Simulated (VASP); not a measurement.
# A VASP study of LiCaSc (LDA): structure first, properties next, part 3 of 4

Wanted: the relaxed cell of LiCaSc and its properties. The cell is invented: other elements were put on sites of a known structure type. It may not be a known or stable phase. The atoms of the start are displaced at random from the sites of a P-6m2 cell.

VASP 6.6.1; LDA; plane waves and PAW (Li_sv, Ca_sv, Sc_sv); invented cell.

So far. Step 4 (Single point with fields (LDA)): In this run the pressure is -0.03 GPa, small enough to go on. Step 5 (Bands along the symmetry lines (LDA)): There is no gap at this level.

### 6. Total and projected DOS (LDA)

Here the states are counted by energy and projected on the atoms. The mesh is finer than in the run before.

File INCAR:

```
SYSTEM = LiCaSc
PREC = Accurate
ENCUT = 650
EDIFF = 1E-06
NELM = 100
ISMEAR = -5
SIGMA = 0.2
LREAL = .FALSE.
ALGO = Normal
GGA = CA
LORBIT = 11
LWAVE = .FALSE.
LCHARG = .FALSE.
NEDOS = 2001
```

File POSCAR:

```
LiCaSc
1.0
    2.9893830329      0.0000000000      0.0000000000
    0.0000000000      2.7160525077      4.6975904837
    0.0000000000     -2.7160525077      4.6975904837
Li Ca Sc
1 1 1
Direct
    0.5000000000      0.9972157744      0.9972157744
    0.0000000000      0.6633069063      0.6633069063
    0.0000000000      0.3297820362      0.3297820362
```

File KPOINTS:

```
Automatic mesh
0
Gamma
11 7 7
0 0 0
```

PAW data sets: Li_sv, Ca_sv and Sc_sv (LDA family, release 64).

Started as:

```bash
$ mpirun -np 1 vasp_std
```

What it wrote:

```text
[... set-up lines as in an earlier step ...]
 entering main loop
       N       E                     dE             d eps       ncg     rms          rms(c)
DAV:   1     0.325862858173E+03    0.32586E+03   -0.13260E+04  3072   0.175E+03
DAV:   2     0.910350882156E+01   -0.31676E+03   -0.31458E+03  3904   0.525E+02
DAV:   3    -0.900067875721E+01   -0.18104E+02   -0.17987E+02  5536   0.132E+02
DAV:   4    -0.115042874452E+02   -0.25036E+01   -0.25004E+01  5384   0.279E+01
DAV:   5    -0.117425110481E+02   -0.23822E+00   -0.23789E+00  4640   0.942E+00    0.628E+00
DAV:   6    -0.103013570702E+02    0.14412E+01   -0.21876E+01  4608   0.272E+01    0.398E+00
DAV:   7    -0.995256463076E+01    0.34879E+00   -0.37157E+00  5448   0.128E+01    0.179E+00
DAV:   8    -0.990923206469E+01    0.43333E-01   -0.70770E-01  4400   0.663E+00    0.863E-01
DAV:   9    -0.989178969775E+01    0.17442E-01   -0.15448E-01  4736   0.308E+00    0.190E-01
DAV:  10    -0.989137298456E+01    0.41671E-03   -0.49506E-03  4504   0.620E-01    0.506E-02
DAV:  11    -0.989131247657E+01    0.60508E-04   -0.61928E-04  4768   0.167E-01    0.380E-02
DAV:  12    -0.989129930991E+01    0.13167E-04   -0.24369E-04  4352   0.132E-01    0.870E-03
DAV:  13    -0.989130455479E+01   -0.52449E-05   -0.12913E-05  4512   0.235E-02    0.231E-03
DAV:  14    -0.989130123808E+01    0.33167E-05   -0.17005E-06  2704   0.111E-02    0.834E-04
DAV:  15    -0.989130190564E+01   -0.66756E-06   -0.22001E-07  2248   0.588E-03
   1 F= -.98913019E+01 E0= -.98913019E+01  d E =0.000000E+00
 -----------------------------------------------------------------------------
|                                                                             |
|           W    W    AA    RRRRR   N    N  II  N    N   GGGG   !!!           |
|           W    W   A  A   R    R  NN   N  II  NN   N  G    G  !!!           |
|           W    W  A    A  R    R  N N  N  II  N N  N  G       !!!           |
|           W WW W  AAAAAA  RRRRR   N  N N  II  N  N N  G  GGG   !            |
|           WW  WW  A    A  R   R   N   NN  II  N   NN  G    G                |
|           W    W  A    A  R    R  N    N  II  N    N   GGGG   !!!           |
|                                                                             |
|     Tetrahedron method does not include variations of the Fermi             |
|     occupations, so forces and stress will be inaccurate. We suggest        |
|     using a different smearing scheme ISMEAR = 1 or 2 for metals in         |
|     relaxations.                                                            |
|                                                                             |
 -----------------------------------------------------------------------------
```

It took 2.4 min on 1 MPI rank of Intel Xeon Platinum 8375C at 2.90GHz (Ice Lake), shared host; peak memory 0.34 GiB.

Parts of OUTCAR (step 6):

```text
   k-points           NKPTS =     96   k-points in BZ     NKDIM =     96   number of bands    NBANDS=     16

   NELECT =      24.0000    total number of electrons

 E-fermi :   2.3974

 k-point     1 :       0.0000    0.0000    0.0000
  band No.  band energies     occupation
    ...
      9     -19.3170      2.00000
     10      -1.8862      2.00000
     11       2.1360      2.00000
     12       2.1430      2.00000
     13       2.1752      2.00000
     14       3.1491      0.00000
     15       3.1516      0.00000
     16       3.2427      0.00000

  Total       -0.0895037      0.0161224     -0.0005697      0.0000000      0.0000000      0.0000000
  in kB       -1.8798653      0.3386227     -0.0119659      0.0000000      0.0000000      0.0000000
  external PRESSURE =      -0.5177362 kB  Pullay stress =       0.0000000 kB

 POSITION                                       TOTAL-FORCE (eV/Angst)
 -----------------------------------------------------------------------------------
      1.49469      0.00000      9.36902         0.000000      0.000000     -0.005861
      0.00000      0.00000      6.23189         0.000000      0.000000      0.004058
      0.00000      0.00000      3.09836         0.000000      0.000000      0.001803
 -----------------------------------------------------------------------------------
    total drift:                               -0.000000     -0.000000     -0.000066

  FREE ENERGIE OF THE ION-ELECTRON SYSTEM (eV)
  ---------------------------------------------------
  free  energy   TOTEN  =        -9.8913019056 eV

  energy  without entropy=       -9.8913019056  energy(sigma->0) =       -9.89130191

[... 6 parts as in an earlier step ...]

[... 10 further parts left out ...]
```

With tetrahedra the forces and stress of a metal are not exact derivatives of the energy.

Numbers from this step:

* SCF cycles: 15
* irreducible k-points: 96
* free energy (TOTEN): -9.891 eV
* Fermi energy: 2.397 eV
* pressure: -0.05177 GPa
* DOS at the Fermi level: 1.395 states/eV/cell

The density of states has structure finer than the step of the table below, so its rows give means over 0.5 eV, whole bins alone (the curve runs from -12.0 to 0.841 eV). Peaks (eV: height): total -0.94: 7.45, -0.52: 7.50, 0.27: 10.2, 0.61: 7.87; Sc d -0.94: 2.07, -0.52: 2.51, 0.36: 4.06, 0.61: 3.26; Ca d -0.94: 0.743, -0.52: 0.596, -0.38: 0.476, 0.27: 0.917, 0.61: 0.854.

States under -12.0 eV and over 0.8 eV are left out. The density of states by energy, zero at the Fermi level; means over each step; values in states/eV/cell:

| energy (eV) | total | Sc d | Ca d |
| --- | --- | --- | --- |
| -4.5 | 3.4e-4 | 0 | 0 |
| -4.0 | 0.211 | 2.9e-4 | 9.4e-5 |
| -3.5 | 0.451 | 0.00193 | 0.00101 |
| -3.0 | 0.736 | 0.00780 | 0.00415 |
| -2.5 | 0.654 | 0.0101 | 0.00673 |
| -2.0 | 0.846 | 0.0270 | 0.0156 |
| -1.5 | 1.46 | 0.111 | 0.0471 |
| -1.0 | 2.66 | 0.494 | 0.167 |
| -0.5 | 4.18 | 1.20 | 0.323 |
| 0.0 | 2.61 | 0.867 | 0.185 |
| 0.5 | 6.32 | 2.66 | 0.608 |

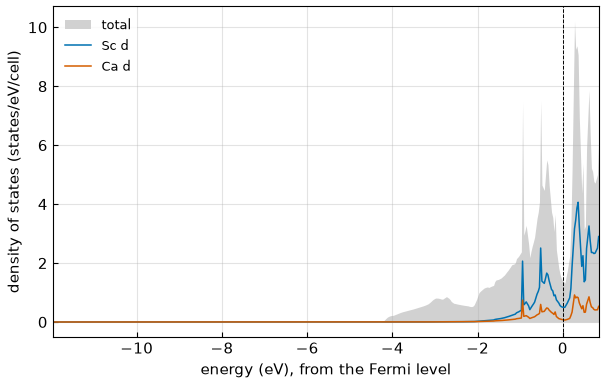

Density of states against energy.

The finer mesh and the other smearing move the Fermi level by -0.01 eV from the 8×5×5 run, a small shift, which tests the Fermi level alone. Of the states within 0.3 eV of the Fermi level, the largest shares in the PAW spheres are Sc d 33 % and Ca d 7 %. The rest lies in smaller channels or between the spheres.

### 7. Volume scan with LDA, volume scale 0.94

An equation of state needs energies on both sides of the minimum, all on one mesh and cutoff.

Changes to INCAR since step 6:

```diff
@@ -5,3 +5,3 @@
 NELM = 100
-ISMEAR = -5
+ISMEAR = 1
 SIGMA = 0.2
@@ -13,2 +13,2 @@
 LCHARG = .FALSE.
-NEDOS = 2001
+ISIF = 2
```

File POSCAR:

```
LiCaSc
1.0
    2.9283580927      0.0000000000      0.0000000000
    0.0000000000      2.6606073071      4.6016943823
    0.0000000000     -2.6606073071      4.6016943823
Li Ca Sc
1 1 1
Direct
    0.5000000000      0.9972157744      0.9972157744
    0.0000000000      0.6633069063      0.6633069063
    0.0000000000      0.3297820362      0.3297820362
```

File KPOINTS:

```
Automatic mesh
0
Gamma
8 5 5
0 0 0
```

Started as:

```bash
$ mpirun -np 1 vasp_std
```

What it wrote:

```text
[... set-up lines as in an earlier step ...]
 entering main loop
       N       E                     dE             d eps       ncg     rms          rms(c)
DAV:   1     0.326349751649E+03    0.32635E+03   -0.13421E+04  1440   0.178E+03
DAV:   2     0.891001557485E+01   -0.31744E+03   -0.31522E+03  1792   0.526E+02
DAV:   3    -0.897307407400E+01   -0.17883E+02   -0.17628E+02  2592   0.131E+02
DAV:   4    -0.114523084158E+02   -0.24792E+01   -0.24755E+01  2416   0.282E+01
DAV:   5    -0.116966462399E+02   -0.24434E+00   -0.24382E+00  2232   0.917E+00    0.637E+00
DAV:   6    -0.102865327225E+02    0.14101E+01   -0.22133E+01  2144   0.278E+01    0.412E+00
DAV:   7    -0.991311518600E+01    0.37342E+00   -0.37496E+00  2504   0.133E+01    0.192E+00
DAV:   8    -0.987349416380E+01    0.39621E-01   -0.90701E-01  2080   0.739E+00    0.111E+00
DAV:   9    -0.984392277060E+01    0.29571E-01   -0.29104E-01  2128   0.398E+00    0.233E-01
DAV:  10    -0.984309033003E+01    0.83244E-03   -0.16135E-02  2424   0.835E-01    0.876E-02
DAV:  11    -0.984295296073E+01    0.13737E-03   -0.49200E-03  2200   0.412E-01    0.777E-02
DAV:  12    -0.984281221114E+01    0.14075E-03   -0.12450E-03  2096   0.245E-01    0.122E-02
DAV:  13    -0.984281221324E+01   -0.21000E-08   -0.26457E-05  2360   0.373E-02    0.321E-03
DAV:  14    -0.984281202724E+01    0.18601E-06   -0.73001E-07  1240   0.811E-03
   1 F= -.98428120E+01 E0= -.98427824E+01  d E =-.888415E-04
```

Run time: 60 s. Hardware: 1 MPI rank; peak memory 0.24 GiB.

From OUTCAR (step 7):

```text
   ENCUT  =  650.0 eV  47.77 Ry    6.91 a.u.   6.09 11.05 11.05*2*pi/ulx,y,z

   NELECT =      24.0000    total number of electrons

 E-fermi :   2.6980

 k-point     1 :       0.0000    0.0000    0.0000
  band No.  band energies     occupation
    ...
      9     -18.8833      2.00000
     10      -1.6741      2.00000
     11       2.3859      2.04978
     12       2.3939      2.05345
     13       2.4409      2.06987
     14       3.5025     -0.00000
     15       3.5056     -0.00000
     16       3.5533     -0.00000

  Total        0.7276528      0.7298015      0.7279177      0.0000000      0.0000000      0.0000000
  in kB       16.2585587     16.3065685     16.2644785      0.0000000      0.0000000      0.0000000
  external PRESSURE =      16.2765352 kB  Pullay stress =       0.0000000 kB

 POSITION                                       TOTAL-FORCE (eV/Angst)
 -----------------------------------------------------------------------------------
      1.46418      0.00000      9.17776         0.000000      0.000000     -0.007616
      0.00000      0.00000      6.10467         0.000000      0.000000      0.004695
      0.00000      0.00000      3.03511         0.000000      0.000000      0.002921
 -----------------------------------------------------------------------------------
    total drift:                                0.000000      0.000000     -0.000229

  FREE ENERGIE OF THE ION-ELECTRON SYSTEM (eV)
  ---------------------------------------------------
  free  energy   TOTEN  =        -9.8428120272 eV

  energy  without entropy=       -9.8427231857  energy(sigma->0) =       -9.84278241

[... 2 parts as in an earlier step ...]

[... 14 further parts left out ...]
```

The scan keeps the cell's shape and the fractional positions fixed.

This step gave:

- SCF cycles: 14
- irreducible k-points: 45
- free energy (TOTEN): -9.843 eV
- Fermi energy: 2.698 eV
- pressure: 1.628 GPa

The pressure here is 1.63 GPa.

### 8. Volume scan with LDA, volume scale 0.96

INCAR is that of step 7.

File POSCAR:

```
LiCaSc
1.0
    2.9489810122      0.0000000000      0.0000000000
    0.0000000000      2.6793445956      4.6341017485
    0.0000000000     -2.6793445956      4.6341017485
Li Ca Sc
1 1 1
Direct
    0.5000000000      0.9972157744      0.9972157744
    0.0000000000      0.6633069063      0.6633069063
    0.0000000000      0.3297820362      0.3297820362
```

KPOINTS is that of step 7.

Started as:

```bash
$ mpirun -np 1 vasp_std
```

What it wrote:

```text
[... set-up lines as in an earlier step ...]
 entering main loop
       N       E                     dE             d eps       ncg     rms          rms(c)
DAV:   1     0.321310582962E+03    0.32131E+03   -0.13332E+04  1440   0.176E+03
DAV:   2     0.890852882447E+01   -0.31240E+03   -0.31017E+03  1752   0.524E+02
DAV:   3    -0.888807118774E+01   -0.17797E+02   -0.17636E+02  2576   0.128E+02
DAV:   4    -0.114971615912E+02   -0.26091E+01   -0.26032E+01  2552   0.285E+01
DAV:   5    -0.117073301668E+02   -0.21017E+00   -0.21012E+00  2104   0.911E+00    0.634E+00
DAV:   6    -0.102979075796E+02    0.14094E+01   -0.22128E+01  2200   0.279E+01    0.411E+00
DAV:   7    -0.992693423010E+01    0.37097E+00   -0.37921E+00  2544   0.133E+01    0.191E+00
DAV:   8    -0.988640198209E+01    0.40532E-01   -0.90916E-01  2064   0.736E+00    0.111E+00
DAV:   9    -0.985720062464E+01    0.29201E-01   -0.29376E-01  2120   0.395E+00    0.236E-01
DAV:  10    -0.985628139889E+01    0.91923E-03   -0.16550E-02  2472   0.836E-01    0.863E-02
DAV:  11    -0.985616026404E+01    0.12113E-03   -0.46560E-03  2160   0.405E-01    0.759E-02
DAV:  12    -0.985602395625E+01    0.13631E-03   -0.11307E-03  2072   0.236E-01    0.113E-02
DAV:  13    -0.985602473691E+01   -0.78066E-06   -0.20824E-05  2368   0.330E-02    0.311E-03
DAV:  14    -0.985602457372E+01    0.16319E-06   -0.72452E-07  1256   0.739E-03
   1 F= -.98560246E+01 E0= -.98559913E+01  d E =-.998469E-04
```

Wall time 74 s (1 MPI rank); peak memory 0.25 GiB.

OUTCAR, selected parts (step 8):

```text
   ENCUT  =  650.0 eV  47.77 Ry    6.91 a.u.   6.13 11.13 11.13*2*pi/ulx,y,z

   NELECT =      24.0000    total number of electrons

 E-fermi :   2.5986

 k-point     1 :       0.0000    0.0000    0.0000
  band No.  band energies     occupation
    ...
      9     -19.0391      2.00000
     10      -1.7493      2.00000
     11       2.3001      2.05600
     12       2.3079      2.05934
     13       2.3489      2.07075
     14       3.3773     -0.00000
     15       3.3803     -0.00000
     16       3.4403     -0.00000

  Total        0.4635529      0.4737133      0.4712434      0.0000000      0.0000000      0.0000000
  in kB       10.1417706     10.3640626     10.3100251      0.0000000      0.0000000      0.0000000
  external PRESSURE =      10.2719528 kB  Pullay stress =       0.0000000 kB

 POSITION                                       TOTAL-FORCE (eV/Angst)
 -----------------------------------------------------------------------------------
      1.47449      0.00000      9.24240         0.000000      0.000000     -0.007002
      0.00000      0.00000      6.14766         0.000000      0.000000      0.004414
      0.00000      0.00000      3.05649         0.000000      0.000000      0.002587
 -----------------------------------------------------------------------------------
    total drift:                               -0.000000      0.000000     -0.000182

  FREE ENERGIE OF THE ION-ELECTRON SYSTEM (eV)
  ---------------------------------------------------
  free  energy   TOTEN  =        -9.8560245737 eV

  energy  without entropy=       -9.8559247268  energy(sigma->0) =       -9.85599129

[... 4 parts as in an earlier step ...]

[... 12 further parts left out ...]
```

Numbers from this step:

| Item | Value |
| --- | --- |
| free energy (TOTEN) | -9.856 eV |
| Fermi energy | 2.599 eV |
| pressure | 1.027 GPa |

The pressure falls from 1.63 to 1.03 GPa.

The run ends at a pressure of 1.03 GPa, with forces up to 0.0070 eV/Å.

### 9. Volume scan with LDA, volume scale 0.98

INCAR is that of step 8.

File POSCAR:

```
LiCaSc
1.0
    2.9693194550      0.0000000000      0.0000000000
    0.0000000000      2.6978234181      4.6660620808
    0.0000000000     -2.6978234181      4.6660620808
Li Ca Sc
1 1 1
Direct
    0.5000000000      0.9972157744      0.9972157744
    0.0000000000      0.6633069063      0.6633069063
    0.0000000000      0.3297820362      0.3297820362
```

KPOINTS is that of step 8.

Started as:

```bash
$ mpirun -np 1 vasp_std
```

What it wrote:

```text
[... set-up lines as in an earlier step ...]
 entering main loop
       N       E                     dE             d eps       ncg     rms          rms(c)
DAV:   1     0.326706271007E+03    0.32671E+03   -0.13323E+04  1440   0.176E+03
DAV:   2     0.929183564422E+01   -0.31741E+03   -0.31501E+03  1824   0.532E+02
DAV:   3    -0.869565998417E+01   -0.17987E+02   -0.17698E+02  2496   0.132E+02
DAV:   4    -0.114707002910E+02   -0.27750E+01   -0.27668E+01  2584   0.287E+01
[...]
DAV:  12    -0.986371200569E+01    0.13849E-03   -0.10773E-03  2064   0.233E-01    0.110E-02
DAV:  13    -0.986371362982E+01   -0.16241E-05   -0.19845E-05  2352   0.309E-02    0.326E-03
DAV:  14    -0.986371349761E+01    0.13221E-06   -0.74254E-07  1392   0.740E-03
   1 F= -.98637135E+01 E0= -.98636758E+01  d E =-.113076E-03
```

The job ended after 80 s (1 MPI rank; peak memory 0.26 GiB).

Parts of OUTCAR (step 9):

```text
  Total        0.2153094      0.2274149      0.2242454      0.0000000      0.0000000      0.0000000
  in kB        4.6144781      4.8739227      4.8059937      0.0000000      0.0000000      0.0000000
  external PRESSURE =       4.7647982 kB  Pullay stress =       0.0000000 kB

 POSITION                                       TOTAL-FORCE (eV/Angst)
 -----------------------------------------------------------------------------------
      1.48466      0.00000      9.30614         0.000000      0.000000     -0.006508
      0.00000      0.00000      6.19006         0.000000      0.000000      0.004153
      0.00000      0.00000      3.07757         0.000000      0.000000      0.002355
 -----------------------------------------------------------------------------------
    total drift:                               -0.000000     -0.000000     -0.000155

  FREE ENERGIE OF THE ION-ELECTRON SYSTEM (eV)
  ---------------------------------------------------
  free  energy   TOTEN  =        -9.8637134976 eV

  energy  without entropy=       -9.8636004218  energy(sigma->0) =       -9.86367581

[... 1 part as in an earlier step ...]

[... 2 further parts left out ...]
[key lines of the parts left out:]
E-fermi :   2.5025
```

The pressure falls from 1.03 to 0.48 GPa.

The run ends at a pressure of 0.48 GPa, with forces up to 0.0065 eV/Å.

### 10. Volume scan with LDA, volume scale 1

INCAR is that of step 9.

File POSCAR:

```
LiCaSc
1.0
    2.9893830329      0.0000000000      0.0000000000
    0.0000000000      2.7160525077      4.6975904837
    0.0000000000     -2.7160525077      4.6975904837
Li Ca Sc
1 1 1
Direct
    0.5000000000      0.9972157744      0.9972157744
    0.0000000000      0.6633069063      0.6633069063
    0.0000000000      0.3297820362      0.3297820362
```

KPOINTS is that of step 9.

Started as:

```bash
$ mpirun -np 1 vasp_std
```

What it wrote:

```text
[... set-up lines as in an earlier step ...]
 entering main loop
       N       E                     dE             d eps       ncg     rms          rms(c)
[... 14 cycles as in an earlier step ...]
   1 F= -.98663871E+01 E0= -.98663456E+01  d E =-.124399E-03
```

Run time: 71 s. Hardware: 1 MPI rank; peak memory 0.26 GiB.

OUTCAR, selected parts (step 10):

```text
[... 6 parts as in an earlier step ...]

[... 1 further part left out ...]
[key lines of the parts left out:]
E-fermi :   2.4098
```

The pressure falls from 0.48 to -0.03 GPa.

The run ends at a pressure of -0.03 GPa, with forces up to 0.0060 eV/Å.

(Continued in part 4 of 4.)

[Lines on the potential files, build, host, timing and source positions are cut from VASP's logs without a mark.]

[Logs are printed without paths, hosts, clocks, repeated set-up lines and the standing remarks that a program may print on its own settings, such as how far it seeks lower states.]

[Hosts, paths, dates, database ids (printed as entryN), source tags and the programs' standing remarks are cut or masked in the printed files.]

[A measured line is paired with the nearest computed mode of its activity, which favours agreement.]
